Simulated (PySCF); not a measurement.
Breaking a bond: SMILES SS (H2S2). The S1–S3 bond (S1 also carries H; S3 carries H) is stretched with both fragments frozen at the PBE0/def2-TZVP optimised geometry.

Computed with: UHF/6-31G (PySCF); RKS-BLYP = restricted BLYP/6-31G (PySCF); RKS-CAM-B3LYP = restricted CAM-B3LYP/6-31G (PySCF 2.14.0).

Magnitude of the dipole moment (D; its direction can reverse along the curve, and a method can change to another solution) and Mulliken charge of the fragment that holds S1:

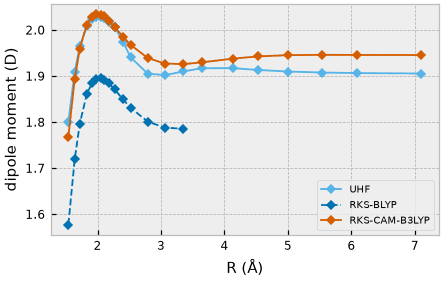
Dipole moment against bond length.

```csv
R / Å,μ UHF,q UHF,μ RKS-BLYP,q RKS-BLYP,μ RKS-CAM-B3LYP,q RKS-CAM-B3LYP
1.54,1.80,0.00,1.58,0.00,1.77,0.00
1.64,1.91,0.00,1.72,0.00,1.89,0.00
1.72,1.96,0.00,1.80,0.00,1.96,0.00
1.83,2.01,0.00,1.86,0.00,2.01,0.00
1.91,2.02,0.00,1.88,0.00,2.03,0.00
1.97,2.03,0.00,1.89,0.00,2.03,0.00
2.05,2.03,0.00,1.89,0.00,2.03,0.00
2.10,2.02,0.00,1.89,0.00,2.03,0.00
2.18,2.02,0.00,1.88,0.00,2.02,0.00
2.27,2.01,0.00,1.87,0.00,2.01,0.00
2.40,1.97,0.00,1.85,0.00,1.99,0.00
2.52,1.94,0.00,1.83,0.00,1.97,0.00
2.79,1.91,0.00,1.80,0.00,1.94,0.00
3.06,1.90,0.00,1.79,0.00,1.93,0.00
3.35,1.91,0.00,1.79,0.00,1.93,0.00
3.64,1.92,0.00,—,—,1.93,0.00
4.13,1.92,0.00,—,—,1.94,0.00
4.53,1.91,0.00,—,—,1.94,0.00
5.00,1.91,0.00,—,—,1.95,0.00
5.54,1.91,0.00,—,—,1.95,0.00
6.09,1.91,0.00,—,—,1.95,0.00
7.10,1.91,0.00,—,—,1.95,0.00
```

Dashes: no converged value, or the column stops at the first point that the program doubted or that broke a chosen test of continuity, which isn't proof of a fault.

The unrestricted determinant behind UHF is spin-contaminated at 2.40 to 7.10 Å (<S²> up to 1.0, against 0.00 for a pure singlet). The restricted form behind RKS-BLYP, RKS-CAM-B3LYP keeps the bonding electrons paired and can't separate into open-shell fragments.
